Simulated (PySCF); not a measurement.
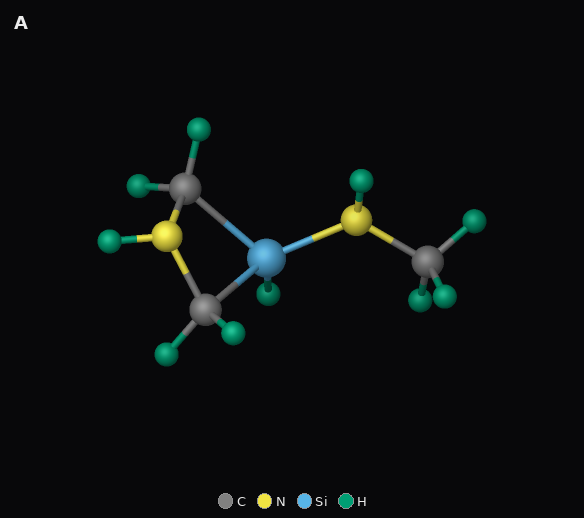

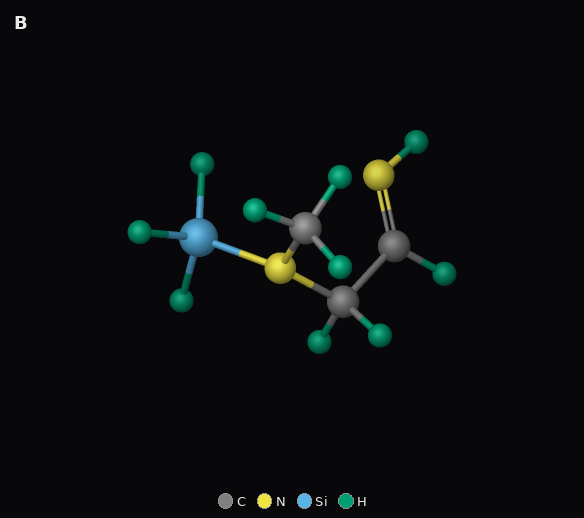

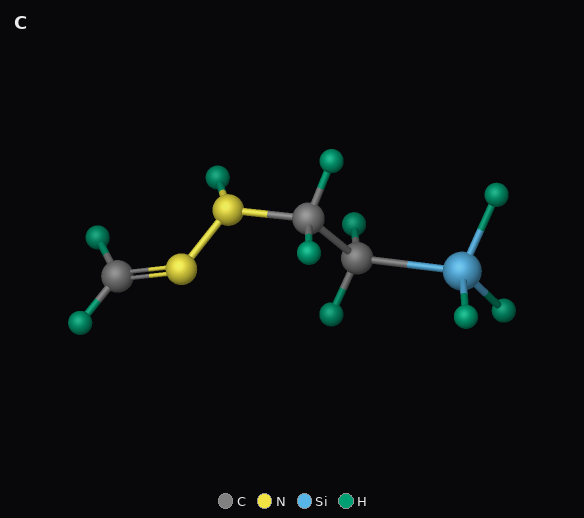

3 stationary structures of one formula. Geometries: GFN2-xTB. Electronic energies: PBE0/pcSseg-1 (PySCF 2.14.0), without zero-point energy. No frequency run is at hand to confirm each as a minimum. Each is one conformer, not always the lowest.

### How are they related?

They are constitutional isomers of C3H10N2Si: A `CN[SiH]1CNC1`, B `[H]/N=C/CN(C)[SiH3]`, C `C=NNCC[SiH3]`.

### Which is lowest in energy, and by how much?

A is lowest; B lies 0.224 eV above it, C lies 1.080 eV above it.

The geometry is semi-empirical. Around Si such bond lengths and angles can be off by a tenth of an ångström or more and by several degrees, and values that hang on the shape move with them.
